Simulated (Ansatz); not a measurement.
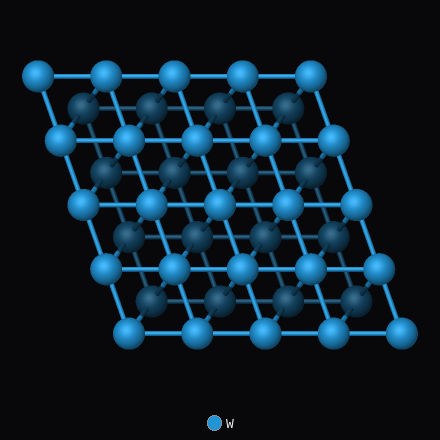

The system is Pt on a W(110) slab cut from the Im-3m phase, its upper half relaxed before the scan (12 atoms of substrate and one adsorbate in a 2 × 2 cell); the picture shows it without the atoms that are moved over the map. 
- Pt is moved over the surface cell; relaxed at each place: the height of the adsorbate's atoms; substrate rigid; the origin of the map has the adsorbate above W9.
- Places are given modulo a cell vector. The map is drawn in real space over the plane of the surface.
- The grid has 6 × 6 points; 13 points were computed and 23 follow by symmetry.
- Places are given in fractions of the 1 × 1 surface cell.
- All energies are given in eV relative to the lowest grid point.
- The calculation used Ansatz, DFT LDA, scalar-relativistic, plane waves, PAW. Settings: cutoff 420 eV, k-mesh 5×5×1, gaussian smearing 0.1 eV, no spin polarisation.

Range: position of Pt13 along the first surface vector from 0.000 to 0.833; position of Pt13 along the second surface vector from 0.000 to 0.833.

What landscape does the calculation give?

The lowest grid point is at a bridge site between two W atoms, over a second-layer W atom, (3/6, 3/6) of the cell vectors. No other kind of well shows on this grid. The highest grid point, the top site over a surface W atom, (0/6, 0/6) of the cell vectors, lies 1.92 eV above the lowest. At the lowest point the adsorbate has 2 W at 2.46 Å as nearest neighbours, at the highest 1 W at 2.28 Å. Its relaxed height above the top atom is 1.90 Å at the lowest and 2.28 Å at the highest point.

| second ↓, first → | 0/6 | 1/6 | 2/6 | 3/6 | 4/6 | 5/6 |
| --- | --- | --- | --- | --- | --- | --- |
| 5/6 | 1.66 | 1.26 | 0.62 | 0.47 | 1.05 | 1.58 |
| 4/6 | 1.03 | 0.62 | 0.13 | 0.17 | 0.67 | 1.05 |
| 3/6 | 0.61 | 0.47 | 0.17 | 0.00 | 0.17 | 0.47 |
| 2/6 | 1.03 | 1.05 | 0.67 | 0.17 | 0.13 | 0.62 |
| 1/6 | 1.66 | 1.58 | 1.05 | 0.47 | 0.62 | 1.26 |
| 0/6 | 1.92 | 1.66 | 1.03 | 0.61 | 1.03 | 1.66 |

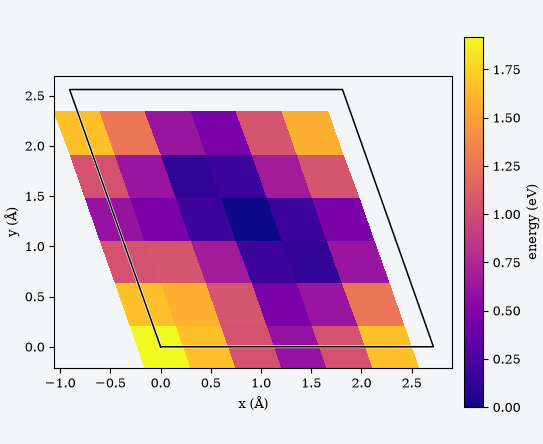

In the figure: one coloured cell a grid point, the outline of one cell of the plane.

The whole map (13 points run) took 36 min on 4 threads of Arm Neoverse N1, with other jobs on the host.

PAW datasets: the set soft_1.
